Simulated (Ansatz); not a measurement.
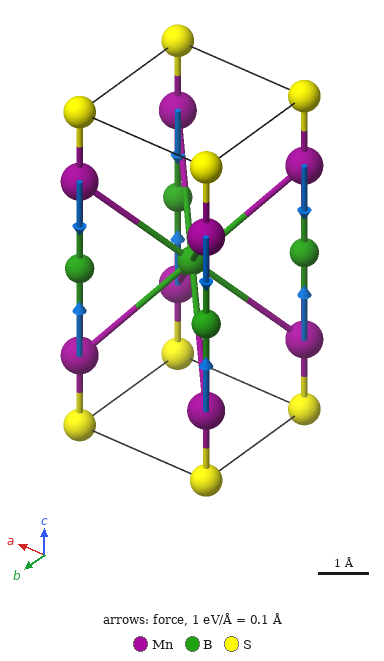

Starting geometry of solid Mn₂B₂S (a generated structure, set up in P4/mmm) (coarse preliminary run) with the computed forces as blue arrows. The picture is a ball-and-stick view of the cell of the calculation, seen from a free direction.

All numbers below come from DFT PBE, scalar-relativistic, plane waves, PAW in Ansatz 0.2.0. (plane-wave cutoff 420 eV; k-point mesh 6 × 6 × 2; occupations gaussian; smearing width 0.1 eV; collinear spin; cell and atoms relaxed; force threshold 0.04 eV/Å; at most 70 steps)

Question: What follows when this structure is relaxed?

Answer: It isn't relaxed: the largest force vector, on Mn atoms, is 13.23 eV/Å. The atoms end up moving mostly along the starting forces (cosine between the two patterns 1.00). Over 7 accepted moves (9 points after the start) the energy falls by 1331 meV per atom. Largest force component: 13 eV/Å at the start, 0.0067 eV/Å at the end. The pressure goes from 13.31 to −0.03 GPa. At 2 points the geometry stayed and the basis and grid were re-selected for the new cell (energy shift of 0.1 meV per atom at most each time). The largest moves relative to the cell, 0.38 Å, are those of Mn atoms. B and S stay in place. The volume changes by −24.2 %, with a = b 3.222 → 2.664 Å (−17.3 %), c 7.623 → 8.452 Å (+10.9 %). Some distances before and after: Mn–S 1.696 → 2.264 Å, Mn–Mn 3.222 → 2.664 Å, S–S 3.222 → 2.664 Å, B–B 2.278 → 1.884 Å. The space group stays P4/mmm (No. 123).

Limits of the set-up: the k-point mesh is coarse for a cell with partly filled bands.
